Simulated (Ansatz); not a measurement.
F$_{3}$HOZr···H$_{2}$O

```tsv
atom	x (Å)	y (Å)	z (Å)
Zr	0.0703	0.5025	-0.4575
O	0.5473	-0.2446	2.6741
H	-0.3251	-0.5177	2.9922
O	1.7012	-0.4240	-0.7952
H	2.5080	-0.9416	-0.8400
F	-0.4209	1.3815	-2.0798
F	-1.3790	-0.6783	-0.0409
F	0.2300	1.9199	0.8885
H	0.4835	0.7390	2.6321
```

Core potentials replace the inner electrons of Zr; not at a stationary point (largest force 1.0 eV/Å).

Method: RKS B3LYP-D4/def2-SVP in Ansatz.

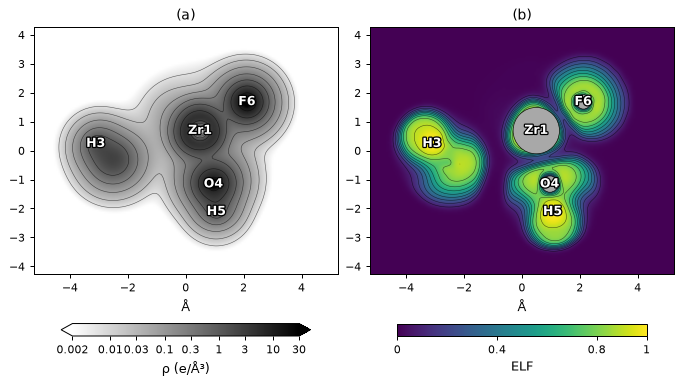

Figure 1. (a) electron density; (b) electron localisation function on the plane of atoms O4, Zr1 and F6. Grey discs cover the atomic cores in the ELF map.

Q: Read the bonding off the picture.

A:
- The section cuts through Zr, H, O and F sites.
- Zr–O (1.91 Å): ρ is about 0.91 e/Å³ halfway; the ELF peaks at about 0.80 in the valence shell of O, 0.5 Å from its nucleus, and drops to about 0.20 between the two atoms.
- Zr–F (1.91 Å): ρ at the midpoint is about 0.91 e/Å³; the ELF peaks at about 0.85 in the valence shell of F, 0.5 Å from its nucleus, and drops to about 0.20 between the two atoms.
- O–H (0.96 Å): ρ at the midpoint is about 3.7 e/Å³; the ELF climbs to about 1 towards the hydrogen, as it does in any bond to H; an ordinary covalent bond to hydrogen.
- The ELF also peaks beside O2, away from the bonds: lone-pair regions.

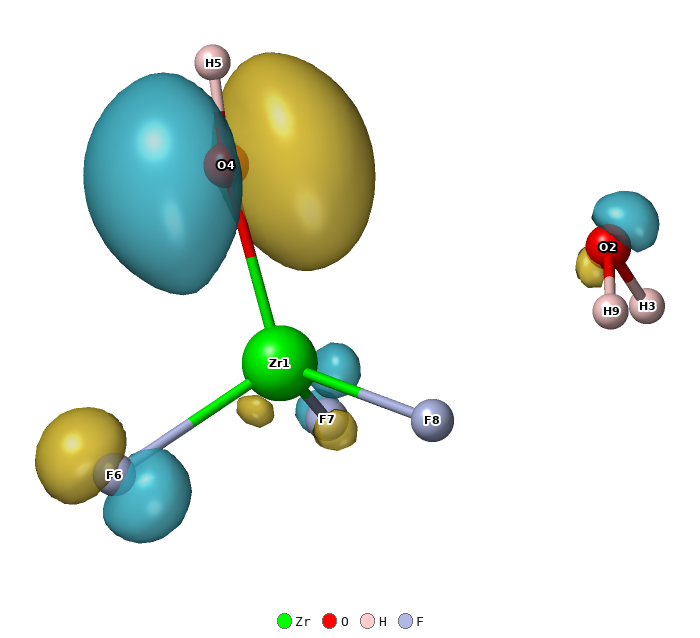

Figure 2. The HOMO−1 at ±0.15 Å⁻³ᐟ² (yellow and cyan are the two phases), seen at a tilt.

Q: Describe this orbital and give its energy.

A: Its weight (Hirshfeld) is mainly on O4 (about 75 %) and F6 (about 5 %); largely a lone pair of O4. Its energy is −9.62 eV.

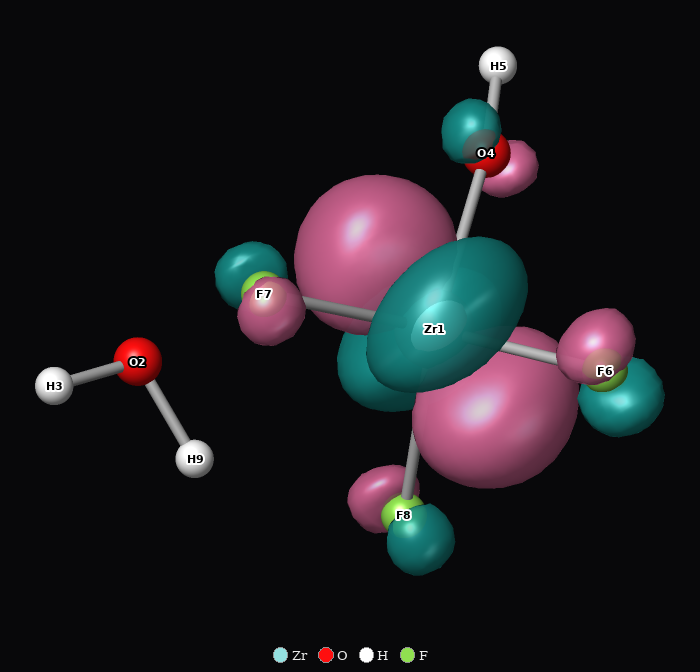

Figure 3. The LUMO at ±0.2 Å⁻³ᐟ² (teal and pink are the two phases), seen at an oblique angle.

Q: Where does this orbital lie, and at what energy?

A: Its weight (Hirshfeld) is mainly on Zr1 (about 75 %) and F6 (about 10 %). Its energy is −0.88 eV.
